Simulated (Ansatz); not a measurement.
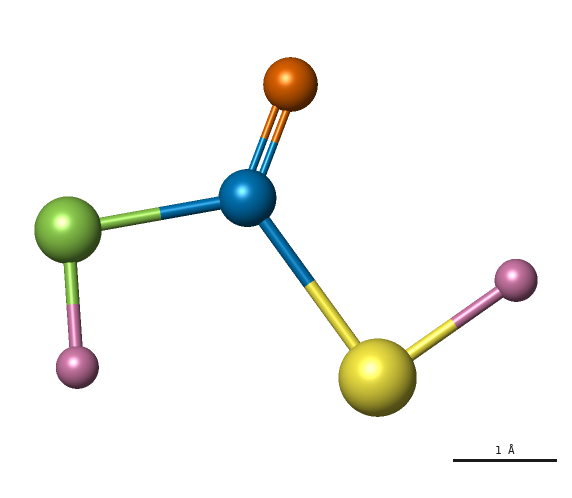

Ball-and-stick drawing of a structure. Double and triple bonds are drawn as two and three sticks. Colours: oxygen orange, carbon blue, sulfur green, tellurium yellow, hydrogen pink.

Computed geometry: PBE0-D4/def2-TZVP optimisation.

Give the formula.

Answer. CH2OSTe, 6 atoms: 1 carbon, 2 hydrogen, 1 oxygen, 1 sulfur and 1 tellurium.

How many atoms are distinct by symmetry?

Answer. 6: 1 O, 1 C, 1 S, 1 Te, 1 H, 1 H.

What is the point group of this geometry?

Answer. Cs.

Give a SMILES string for it.

Answer. O=C(S)[TeH]

How many bonds of each kind are drawn?

Answer. 1 C–O, 1 C–S, 1 C–Te, 1 S–H, 1 Te–H.

The parts below concern this one geometry. Atoms keep their numbers from picture to picture.

## Geometry

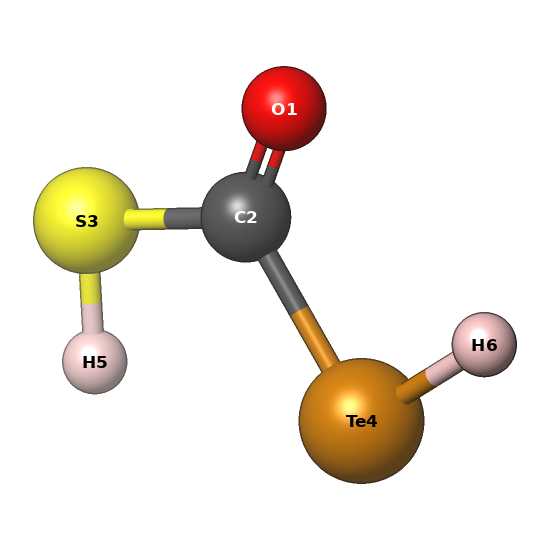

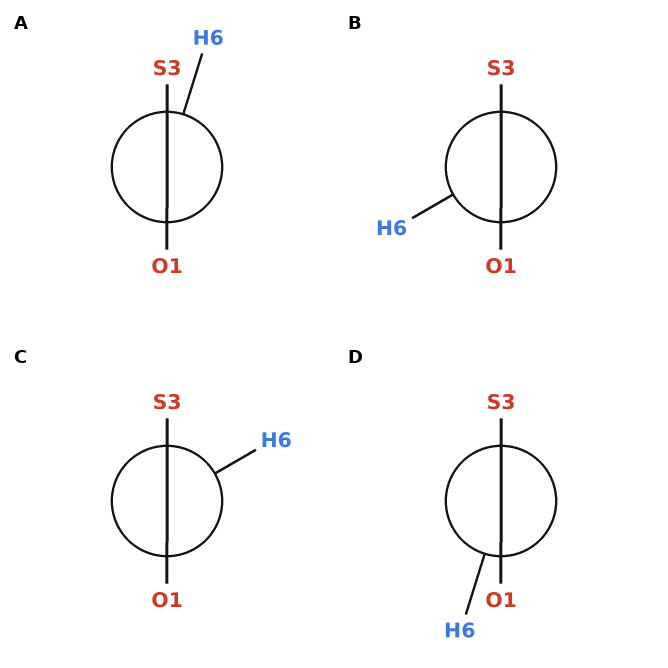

Atoms fade into the background with distance from the viewer. Bonds that would overlap in a projection are set slightly apart.

Which Newman projection shows the view along C2–Te4, with C2 in front?

Answer. D. The torsion angle S3–C2–Te4–H6 is 180°, antiperiplanar (anti).

## Electronic properties

Properties computed with RKS PBE-D4/def2-TZVPP, core potentials on Te (Ansatz 0.2.0).

What does the calculation give?

- dipole moment: 2.27 D
- HOMO energy (Kohn–Sham orbital): −5.89 eV
- LUMO energy (Kohn–Sham orbital): −2.59 eV
- HOMO–LUMO gap: 3.30 eV

## Thermal motion

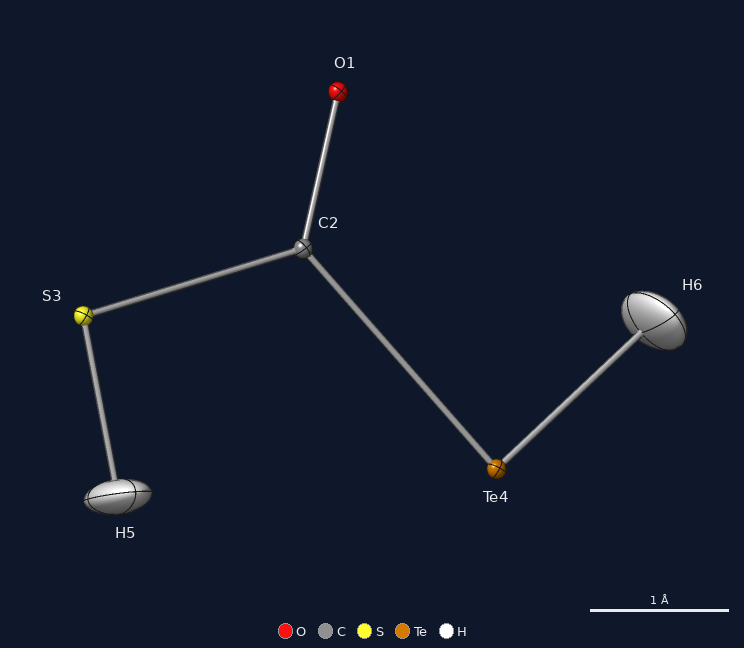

Displacement ellipsoids at the 50 % level, from the internal vibrations of the free molecule (harmonic, no overall translation or rotation; no half-axis is drawn under 0.075 Å). Vibrations computed with RKS PBE0-D4/def2-TZVP, core potentials on Te (Ansatz 0.2.0). Temperature: 0 K (zero-point motion alone).

Which atom has the largest mean-square displacement?

Answer. H6, with U_eq = 0.0438 Å².

Does H6 move more along its bond or across it?

Answer. Across it: the root-mean-square amplitude is 0.088 Å along the bond and up to 0.308 Å across, since bending and torsion are softer than stretching.

List U_eq and the three principal root-mean-square amplitudes for each kind of atom.

```tsv
atom	U_eq (Å²)	rms amplitudes (Å)
O1	0.0014	0.020, 0.038, 0.050
C2	0.0020	0.042, 0.043, 0.049
S3	0.00081	0.011, 0.021, 0.043
Te4	0.00008	0.003, 0.006, 0.014
H5	0.0320	0.083, 0.150, 0.258
H6	0.0438	0.088, 0.169, 0.308
```

## Charges

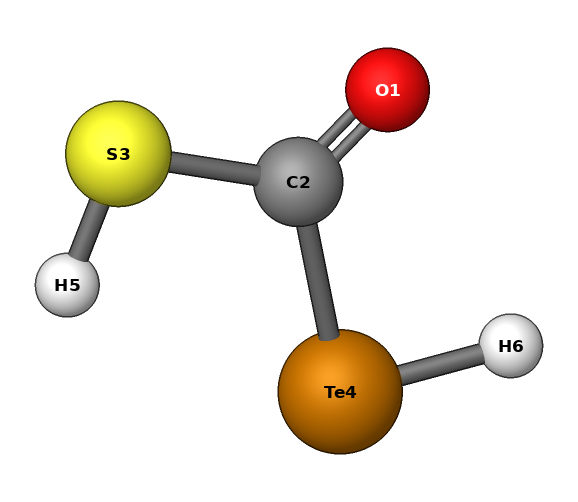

The questions are on Mulliken charges. Level of theory: RKS r2SCAN-D4/def2-TZVPP, core potentials on Te (Ansatz 0.2.0).

Which atom carries the highest charge (most positive or least negative)?

Answer. C2 (0.15 e).

And the lowest?

Answer. O1 (−0.25 e).

Give the Mulliken charges atom by atom.

```csv
atom,value (e)
O1,−0.25
C2,0.15
S3,−0.04
Te4,0.04
H5,0.09
H6,0.01
```

Mulliken values depend strongly on the basis set and can even reverse the polarity of a bond.
